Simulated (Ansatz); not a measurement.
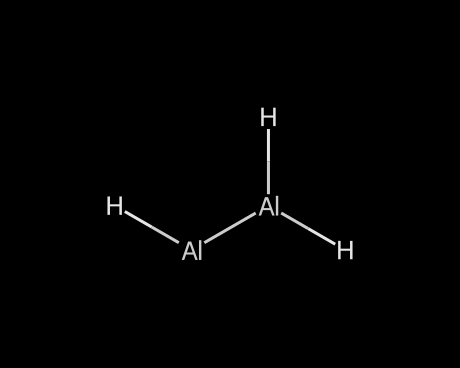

Source: calculation with Ansatz.

Skeletal drawing of a molecule. Charge 0, doublet.

Transcribe the drawing into SMILES.

Answer. [AlH][AlH2]

Give the formula, hydrogens included.

Answer. Al2H3.

An optimisation with PBE0-D4/def2-TZVP gave a structure of which point group?

Answer. Cs.
